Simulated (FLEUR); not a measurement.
Convergence study of the k-point mesh at a smearing width of 0.02 eV for Pd (Fm-3m, 1 atom in the cell)

```
CELL_PARAMETERS angstrom
      0.00000     1.95084     1.95084
      1.95084     0.00000     1.95084
      1.95084     1.95084     0.00000
ATOMIC_POSITIONS crystal
  Pd 0.00000 0.00000 0.00000
```

Computed with PBE, all-electron FLAPW (FLEUR), scalar-relativistic valence run with FLEUR.

Base settings: Kmax = 4.1 1/bohr; GmaxXC = 12.3 1/bohr; xcFunctional = pbe; jspins = 1; l_soc = F; mode = hist; fermiSmearingEnergy = 0.00367493 Htr; mesh (inpgen div1-3) = 10 10 10; inpgen gamma flag = true; Gmax = 12.3 1/bohr.

In this ladder: fermiSmearingEnergy = 0.00073499 Htr. Moved along: kpt_gamma.

Only quantities that move along the ladder and can be compared are tabulated.

The starting cell has typed, rounded lattice constants, without a prior relaxation at this level. Its lattice was rescaled by up to half a per cent. Spin polarisation is off. Values depend on the basis (sphere radii, cutoffs, local orbitals), which need not be converged.

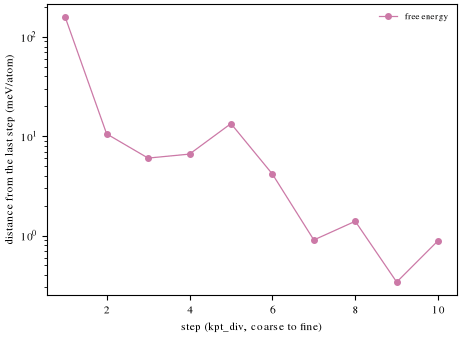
Figure. Distance from the last step along the ladder; very small values are drawn at a floor.

| kpt_div | free energy less the last step's (meV/atom) |
|---|---|
| 5 5 5 | 158.12 |
| 6 6 6 | -10.55 |
| 7 7 7 | -6.02 |
| 9 9 9 | -6.60 |
| 11 11 11 | 13.39 |
| 13 13 13 | -4.16 |
| 16 16 16 | -0.90 |
| 19 19 19 | 1.39 |
| 23 23 23 | -0.34 |
| 28 28 28 | 0.89 |
| 34 34 34 | 0.00 |

Coarsest kpt_div that holds the free energy within 5 meV/atom of the last step, with all finer ones: 13 13 13; the step before is off by 13 meV/atom.

Two neighbours can agree and both be off: 7 7 7 and 9 9 9 differ by 0.58 meV/atom in the free energy, yet lie about 6.6 meV/atom from the last step.
